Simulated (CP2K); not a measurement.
Consider methylamine at its PBE geometry (Å).

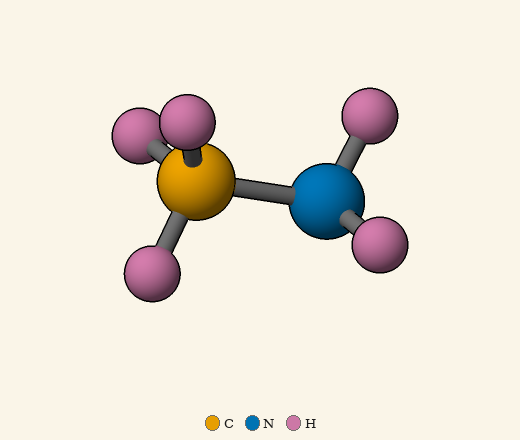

The molecule (carbon orange, nitrogen blue, hydrogen pink).

```xyz
7

C    -0.5681    0.0929   -0.0041
N     0.8582   -0.0778   -0.3220
H    -1.1556   -0.6230   -0.5946
H    -0.8883    1.0991   -0.3062
H    -0.8374   -0.0443    1.0596
H     1.1682   -1.0157   -0.0636
H     1.4231    0.5688    0.2310
```

Method: CP2K XAS_TDP, all-electron GAPW, PBEh(45%), aug-cc-pVTZ, TDA, GW2X-corrected core level, no relativity.

**Question.** Predict the bright core excitations at the N K edge.

Leading lines: N2 401.22 eV. The leading line of an atom is its first one with 35 % of the strongest within 2.5 eV of its lowest line over the strength cut. Core ionisation energies at this level: N2 403.82 eV.

The first six lines of each atom with a strength over 0.0015:

| atom | energy (eV) | states | strength, one atom | above the computed threshold |
| --- | --- | --- | --- | --- |
| N2 (bonded to C and 2 H) | 401.22 | 1 | 0.0086 |  |
|  | 402.20 | 1 | 0.0230 |  |
|  | 402.62 | 1 | 0.0032 |  |
|  | 403.08 | 1 | 0.0024 |  |
|  | 403.64 | 1 | 0.0048 |  |
|  | 403.71 | 1 | 0.0069 |  |

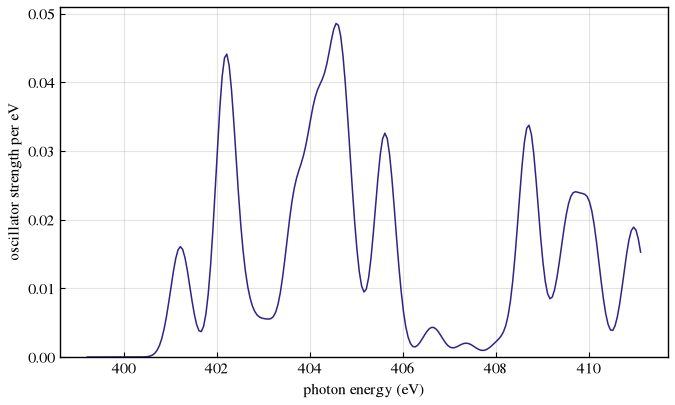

All atoms added, broadened by 0.5 eV.

Lines are vertical, at one geometry, with no vibrational structure. GW2X ionisation energies and lines can be off by 1 to 2 eV either way, and a good line position may hide errors that cancel. These values hold no scalar relativity, about 0.2 eV for N 1s. Rydberg lines, and the discretised continuum above threshold, depend on the basis and the box.

[Banner, clock and machine lines of the logs are left out without a mark of their own.]

[Logs are printed without paths, hosts, clocks, repeated set-up lines and the standing remarks that a program may print on its own settings, such as how far it seeks lower states.]

[Hosts, paths, dates, database ids (printed as entryN), source tags and the programs' standing remarks are cut or masked in the printed files.]
